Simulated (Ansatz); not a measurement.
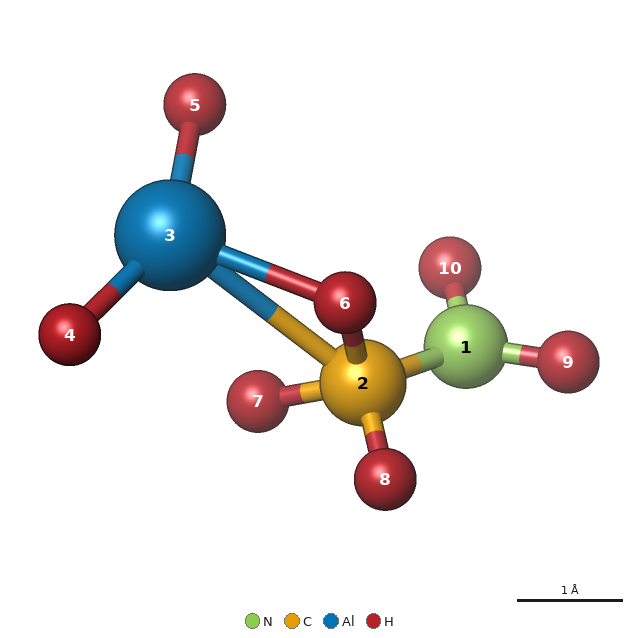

Orthographic view. Distant atoms are faded towards the background colour. State: charge +1, singlet. The computed structure is the end point of a PBE-D4/def2-SVP optimisation. No frequency run is at hand to confirm it as a minimum.

Write a Z-matrix (Å, degrees) in the order of the atom numbers, with these reference atoms: 2 to 1; 3 to 2, 1; 4 to 3, 2, 1; 5 to 3, 4, 2; 6 to 2, 1, 3; 7 to 2, 6, 3; 8 to 2, 7, 6; 9 to 1, 2, 8; 10 to 1, 9, 2.

```
N  
C    1   1.376
Al   2   2.396   1   124.5
H    3   1.573   2   104.1   1   169.1
H    3   1.575   4   150.8   2   151.2
H    2   1.227   1   116.5   3   -55.8
H    2   1.136   6   108.4   3   -14.2
H    2   1.110   7   105.5   6   104.4
H    1   1.022   2   118.5   8   -37.6
H    1   1.022   9   114.9   2   152.9
```
